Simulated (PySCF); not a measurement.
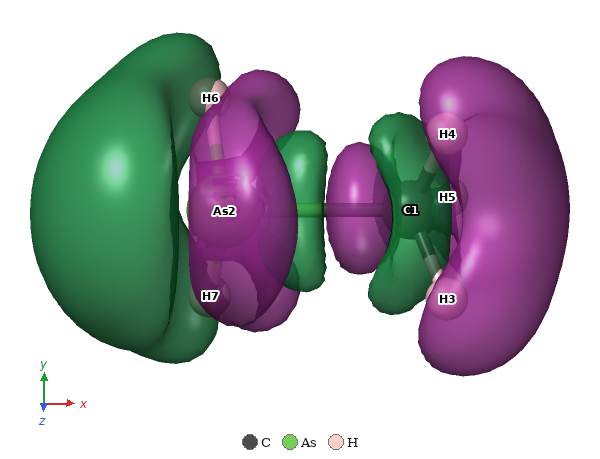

*CH5As, SMILES `C[AsH2]`. Change of the electron density in a uniform field of 0.21 V/Å, surfaces at ±0.001 e/Å³ (green: gain, purple: loss).*

PySCF calculation, PBE0/def2-TZVP, gas phase; geometry: GFN2-xTB. No frequency check shows the geometry to be a minimum. A basis without diffuse functions makes polarisabilities too small. GFN2-xTB bond lengths at metals and heavier atoms can be off by up to 0.1 Å and shapes distorted, which carries into these values.

Along which Cartesian direction does the field point?

Answer. Along +x: electrons gather on the −x side, against the field.

How large is the response?

Answer. The induced dipole is 0.51 D (along the field); α along this axis, from the fields in both directions, is 50 bohr³ (7.4 Å³).

Which atoms gain and lose the most charge?

Answer. Electrons gather most on As2 (Hirshfeld charge changes by −0.017 e) and leave C1 most (+0.007 e); 0.043 electrons are displaced in all.

The PySCF run took 17 s on 1 thread of Arm Neoverse V2, on a shared host, peak memory 0.51 GiB.
